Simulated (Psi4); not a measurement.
# SnH3OF (SMILES [OH][SnH2][F]): wB97X-V/def2-SVPD (core potential)

What is the energy change on altering one bond length of SnH3OF at wB97X-V/def2-SVPD (core potential)? 

Program for the calculation: Psi4 1.11.

2 further runs of the same task are left out: 2 that didn't finish.

### 1 The molecule

The species is SnH3OF (6 atoms), meant as a singlet with charge 0. SMILES: `[OH][SnH2][F]`. The coordinates come from a PBE0-D4/def2-TZVP relaxation. This is one conformer, not always the lowest.

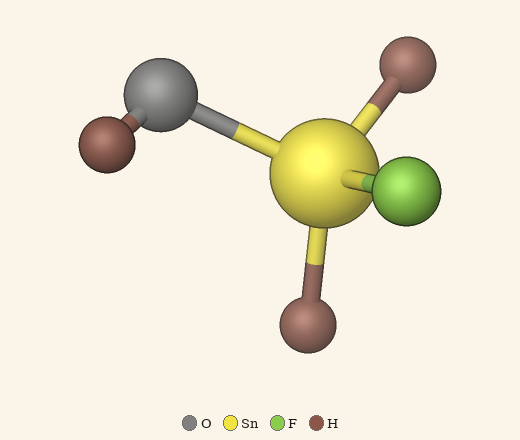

The structure, seen from a chosen angle (oxygen grey, tin yellow, fluorine green, hydrogen brown).

### 2 The energy at wB97X-V/def2-SVPD (core potential)

input.in reads:

```
memory 2200 mb

molecule {
  0 1
  O     -1.414400    -0.333000    -0.425000
  Sn     0.302300     0.255900     0.283700
  F      1.409100    -1.315100     0.302100
  H     -1.368600    -0.685700    -1.316700
  H      1.096100     1.317100    -0.782100
  H      0.017500     0.696700     1.891900
  units angstrom
  symmetry c1
}

set globals {
  basis                def2-SVPD
  reference            rks
  puream               true
  e_convergence        1e-09
  d_convergence        1e-08
  scf_type             pk
  dft_radial_points    99
  dft_spherical_points 590
}

energy('wb97x-v')
```

On the command line:

```bash
$ psi4 -i input.in -o input.out -n 1
```

input.out, cut to the lines that bear on the results:

```text
[...]
    !!!  WARNING: ECP capability is in beta. Please check occupations closely.  !!!
[...]
  Running in c1 symmetry.
[...]
  Nuclear repulsion =  145.590402924990826
[...]
  Multiplicity = 1
[...]
  Nalpha       = 21
  Nbeta        = 21
[...]
    Number of basis functions: 102
[...]
   @RKS iter   1:  -390.74666386669628   -1.69434e+00   7.86187e-03 DIIS/ADIIS
[...]
   @RKS iter  11:  -390.99125619298940   -2.44995e-11   5.94759e-09 DIIS
[...]
    Orbital Energies [Eh]
    ---------------------
    Doubly Occupied:
       1A    -24.727263     2A    -19.233355     3A     -5.253993
       4A     -3.604011     5A     -3.601872     6A     -3.599225
       7A     -1.260335     8A     -1.202955     9A     -1.186405
      10A     -1.184503    11A     -1.183260    12A     -1.162072
      13A     -1.082404    14A     -0.671406    15A     -0.578497
      16A     -0.516634    17A     -0.513693    18A     -0.497346
      19A     -0.459710    20A     -0.445301    21A     -0.424977
[...]
  @RKS Final Energy:  -390.99125619298940
   => Energetics <=
    Nuclear Repulsion Energy =            145.5904029249908262
    One-Electron Energy =                -911.0439151298586467
    Two-Electron Energy =                 400.9629853044601191
    DFT Exchange-Correlation Energy =     -26.6664010647526979
    Empirical Dispersion Energy =           0.0000000000000000
    VV10 Nonlocal Energy =                  0.1656717721709767
    Total Energy =                       -390.9912561929893968
[...]
 Multipole Moments:
 ------------------------------------------------------------------------------------
     Multipole            Electronic (a.u.)      Nuclear  (a.u.)        Total (a.u.)
 ------------------------------------------------------------------------------------
 L = 1.  Multiply by 2.5417464519 to convert [e a0] to [Debye]
 Dipole X            :          5.5207039           -5.5037722            0.0169316
 Dipole Y            :         16.0844891          -15.1119238            0.9725653
 Dipole Z            :          6.1123716           -6.3430160           -0.2306444
 Magnitude           :                                                    0.9996834
[...]
```

It took 77 s on 1 thread of AMD EPYC 7R43 (Zen 3), shared host; peak memory 0.96 GiB.

### 3 The distorted shape, same level

input.in reads:

```
memory 2.2 GB

molecule {
  0 1
  O
  Sn 1 1.948363
  F 2 1.921818 1 105.29803
  H 1 0.960012 2 114.00826 3 -61.06827
  H 2 1.700645 3 104.31635 1 -117.88762
  H 2 3.045 5 120.78172 3 120.89324
  symmetry c1
  no_reorient
  no_com
}

set {
  puream true
  e_convergence 1e-09
  d_convergence 1e-08
  scf_type pk
  dft_radial_points 99
  dft_spherical_points 590
}

e, wfn = energy("wb97x-v/def2-SVPD", return_wfn=True)
```

On the command line:

```bash
$ psi4 -i input.in -o input.out -n 1
```

input.out, cut to the lines that bear on the results:

```text
[...]
    !!!  WARNING: ECP capability is in beta. Please check occupations closely.  !!!
[...]
  Running in c1 symmetry.
[...]
  Nuclear repulsion =  141.578671636231775
[...]
  Multiplicity = 1
[...]
  Nalpha       = 21
  Nbeta        = 21
[...]
    Number of basis functions: 102
[...]
   @RKS iter   1:  -390.38825135297492   -1.45623e+00   8.94392e-03 ADIIS/DIIS
[...]
   @RKS iter  13:  -390.85924552917368   -2.10321e-11   5.87864e-09 DIIS
[...]
    Orbital Energies [Eh]
    ---------------------
    Doubly Occupied:
       1A    -24.746403     2A    -19.249243     3A     -5.281605
       4A     -3.630861     5A     -3.629440     6A     -3.626940
       7A     -1.280222     8A     -1.227024     9A     -1.212198
      10A     -1.210203    11A     -1.209537    12A     -1.184489
      13A     -1.098876    14A     -0.670966    15A     -0.592851
      16A     -0.533194    17A     -0.521016    18A     -0.508259
      19A     -0.462850    20A     -0.444728    21A     -0.352601
[...]
  @RKS Final Energy:  -390.85924552917368
   => Energetics <=
    Nuclear Repulsion Energy =            141.5786716362317748
    One-Electron Energy =                -902.2508289763118228
    Two-Electron Energy =                 396.2083278691470127
    DFT Exchange-Correlation Energy =     -26.5616160832961121
    Empirical Dispersion Energy =           0.0000000000000000
    VV10 Nonlocal Energy =                  0.1662000250554387
    Total Energy =                       -390.8592455291736769
[...]
 Multipole Moments:
 ------------------------------------------------------------------------------------
     Multipole            Electronic (a.u.)      Nuclear  (a.u.)        Total (a.u.)
 ------------------------------------------------------------------------------------
 L = 1.  Multiply by 2.5417464519 to convert [e a0] to [Debye]
 Dipole X            :          1.6479080           -0.6282425            1.0196656
 Dipole Y            :         12.5247178          -11.9396543            0.5850635
 Dipole Z            :         11.2161679          -11.2071592            0.0090086
 Magnitude           :                                                    1.1756268
[...]
```

Wall time 1.7 min (1 thread of AMD EPYC 7R43 (Zen 3), shared host); peak memory 0.95 GiB.

### 4 Summary of results

Level: wB97X-V/def2-SVPD (core potential).

| quantity | value |
| --- | --- |
| first shape: total energy | -390.99126 Eh |
| first shape: dipole moment | 2.54 D |
| first shape: HOMO energy | -11.56 eV |
| first shape: LUMO energy | 1.29 eV |
| first shape: HOMO–LUMO gap | 12.86 eV |
| distorted shape: total energy | -390.85925 Eh |
| distorted shape: dipole moment | 2.99 D |
| distorted shape: HOMO energy | -9.59 eV |
| distorted shape: LUMO energy | -2.31 eV |
| distorted shape: HOMO–LUMO gap | 7.28 eV |
| energy change with the Sn2–H6 bond stretched from 1.692 to 3.045 Å | 3.592 eV |

What this shows: With the Sn2–H6 bond stretched from 1.692 to 3.045 Å the energy rises by 3.59 eV (83 kcal/mol). The first shape isn't relaxed at this level, so the change isn't measured from a minimum. A restricted reference can't describe the breaking bond well at this length.
